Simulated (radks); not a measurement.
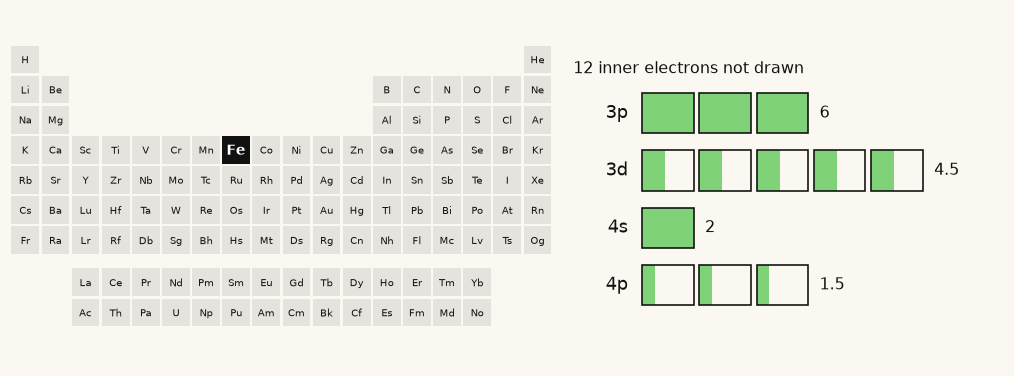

Fig. 1: Left, the place of iron in the periodic table; right, the outer shells as the input fills them: a box for each of the 2l + 1 orbitals, shaded by the share of the shell that is filled, with the electron count at the right.

# Run report: Fe, atomic calculation

System: the neutral iron atom in the configuration [Ar] 3d4.5 4s2 4p1.5.
Method: scalar-relativistic Kohn-Sham, LDA (Slater exchange, Perdew-Wang correlation), spin-unpolarised, spherical densities, finite nucleus (the in-house radial solver radks).

## Summary

| quantity | value |
| --- | --- |
| outcome | converged |
| total energy | −1269.6185 hartree |
| kinetic energy | 1284.2400 hartree |
| electron–nucleus energy | −3028.4861 hartree |
| Hartree energy | 527.366750 hartree |
| exchange–correlation energy | −52.739184 hartree |
| radius at density 0.001 e/bohr³ | 4.76 bohr |
| SCF iterations | 14 |
| hardware | 1 CPU thread, shared host |

## Input file
```
Z 26
configuration [Ar] 3d4.5 4s2 4p1.5
relativity scalar-relativistic
functional lda,pw
spin unpolarised
nucleus finite rms 3.7377 fm
c 137.035999084
```

Energies in input and log are in hartree, lengths in bohr (the nuclear radius in fm).

## Log
```
1s      1   2.0000        -257.07626515
2s      1   2.0000         -30.55153370
2p      1   6.0000         -26.14078741
3s      1   2.0000          -3.86452181
3p      1   6.0000          -2.61911493
3d      1   4.5000          -0.65864549
4s      1   2.0000          -0.31797752
4p      1   1.5000          -0.12219943
Etot -1269.6185445233596
Ekin 1284.2399980264352
Encl -3028.4861081231707
Eh 527.3667496730081
Exc -52.73918409963226
err 2.7489947647518116e-09
it 14
```

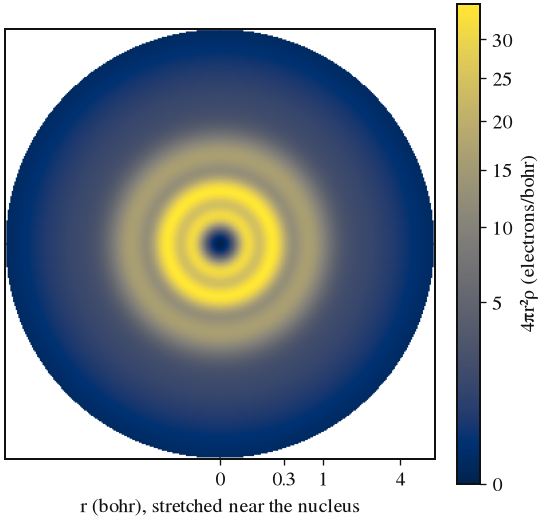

Fig. 2: The radial density 4πr²ρ as a disc about the nucleus, with the radius drawn as r to the power 0.4. There are 3 maxima, at r = 0.0407, 0.186 and 0.679 bohr, parted by minima at 0.0890 and 0.441 bohr, inside which lie 2.1 and 10.6 electrons. The configuration has 4 principal shells, so not every shell has a maximum of its own.

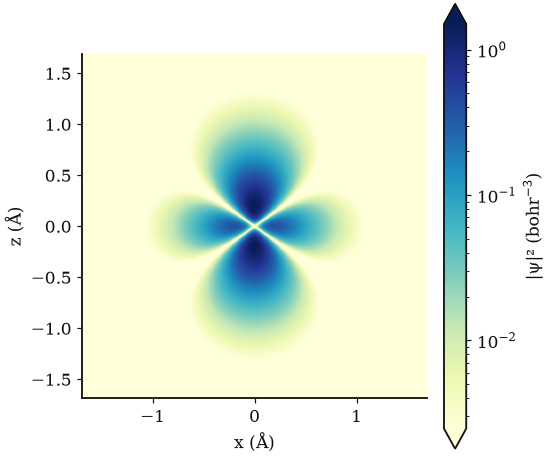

Fig. 3: One occupied orbital is shown. In the xz plane through the nucleus, the colour gives |ψ|² on a logarithmic scale. (1 bohr = 0.529 Å.) The radial function comes from the spherical calculation and is multiplied by a real spherical harmonic; the overall sign is chosen so that the largest lobe of P(r) is positive; at the scalar-relativistic level it is the large component. It is 3d(z²). It has two nodal cones about z and no radial node. The maximum of P² lies at 0.685 bohr, ⟨r⟩ = 0.997 bohr, 90 % of the charge lies within 1.69 bohr, and the eigenvalue is −17.9 eV, with 4.5 electrons in the shell.

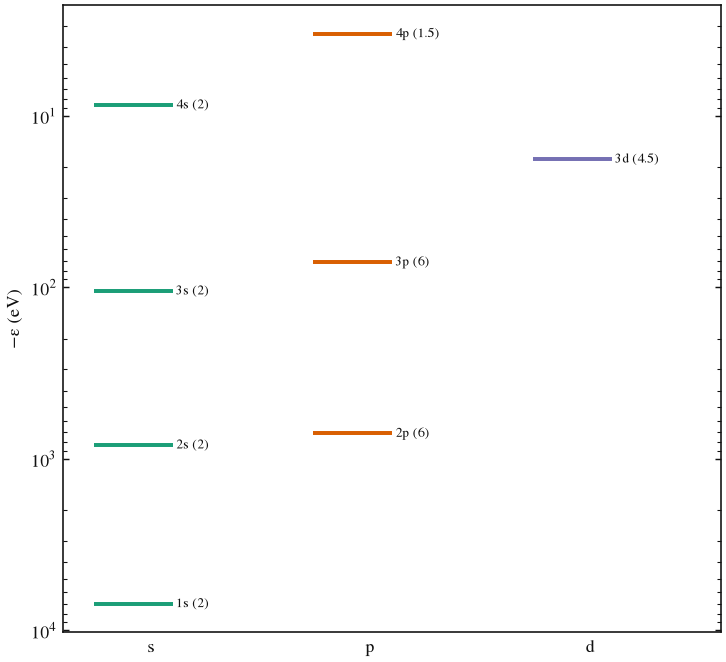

Fig. 4: All occupied levels, on a logarithmic scale of binding energy, are drawn by angular momentum (occupations in brackets). The highest occupied level is 4p at −3.33 eV. The highest 3 occupied levels, from the top down, are 4p (−3.33 eV), 4s (−8.65 eV), 3d (−17.9 eV). The open 3d shell lies under a filled one.
